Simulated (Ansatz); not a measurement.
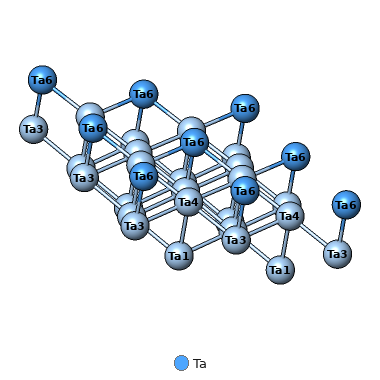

The system is K on a Ta(111) slab cut from the Im-3m phase, its upper half relaxed before the scan (6 atoms of substrate and one adsorbate in a 1 × 1 cell); the picture shows it without the atoms that are moved over the map. K is moved over the surface cell; relaxed at each place: the height of the adsorbate's atoms; substrate rigid; the origin of the map has the adsorbate above Ta6. Places are given modulo a cell vector. The map is drawn in real space over the plane of the surface. The scan uses a 9 × 9 grid; 19 points were computed and 62 follow by symmetry. Energies are in eV, from the lowest grid point. With one adsorbate in each 1 × 1 cell, its nearest image is 4.6 Å away, so neighbouring adsorbates interact. All numbers below come from Ansatz, DFT PBEsol, scalar-relativistic, plane waves, PAW. Settings: cutoff 420 eV, k-mesh 6×6×1, gaussian smearing 0.1 eV, no spin polarisation.

Range: position of K7 along the first surface vector from 0.000 to 0.889; position of K7 along the second surface vector from 0.000 to 0.889.

Q: What landscape does the calculation give?

A: The lowest grid point is at a threefold hollow over a third-layer Ta atom, (6/9, 3/9) of the cell vectors. There is a further well near a threefold hollow over a second-layer Ta atom, (3/9, 6/9) of the cell vectors (0.230 eV above the lowest at that grid point). The highest grid point, the top site over a surface Ta atom, (0/9, 0/9) of the cell vectors, lies 0.668 eV above the lowest. On the interpolated surface the easiest way out of the lowest well to the well at a threefold hollow over a second-layer Ta atom, (3/9, 6/9) of the cell vectors passes a barrier of about 0.25 eV. At the lowest point the adsorbate has 3 Ta at 3.53 Å as nearest neighbours, at the highest 1 Ta at 3.50 Å. Its relaxed height above the top atom is 2.29 Å at the lowest and 3.50 Å at the highest point.

| second ↓, first → | 0/9 | 1/9 | 2/9 | 3/9 | 4/9 | 5/9 | 6/9 | 7/9 | 8/9 |
| --- | --- | --- | --- | --- | --- | --- | --- | --- | --- |
| 8/9 | 0.640 | 0.582 | 0.464 | 0.319 | 0.249 | 0.319 | 0.464 | 0.582 | 0.640 |
| 7/9 | 0.549 | 0.464 | 0.344 | 0.254 | 0.254 | 0.344 | 0.464 | 0.549 | 0.579 |
| 6/9 | 0.395 | 0.319 | 0.254 | 0.230 | 0.254 | 0.319 | 0.395 | 0.444 | 0.444 |
| 5/9 | 0.248 | 0.249 | 0.254 | 0.254 | 0.249 | 0.248 | 0.256 | 0.262 | 0.256 |
| 4/9 | 0.248 | 0.319 | 0.344 | 0.319 | 0.248 | 0.154 | 0.085 | 0.085 | 0.154 |
| 3/9 | 0.395 | 0.464 | 0.464 | 0.395 | 0.256 | 0.085 | 0.000 | 0.085 | 0.256 |
| 2/9 | 0.549 | 0.582 | 0.549 | 0.444 | 0.262 | 0.085 | 0.085 | 0.262 | 0.444 |
| 1/9 | 0.640 | 0.640 | 0.579 | 0.444 | 0.256 | 0.154 | 0.256 | 0.444 | 0.579 |
| 0/9 | 0.668 | 0.640 | 0.549 | 0.395 | 0.248 | 0.248 | 0.395 | 0.549 | 0.640 |

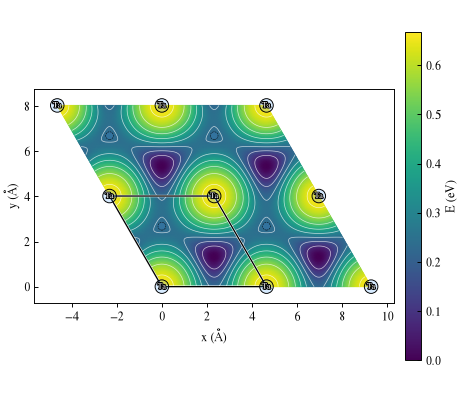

Drawn: a smooth colour map with a few white contour lines, labelled circles for the atoms of the top layer and small ones for the second layer, the outline of one cell of the 2 × 2 shown. Between grid points the surface is interpolated.

The whole map (19 points run) took 37 min on 1 thread of Arm Neoverse V2, with other jobs on the host.

PAW datasets: the set soft_1.
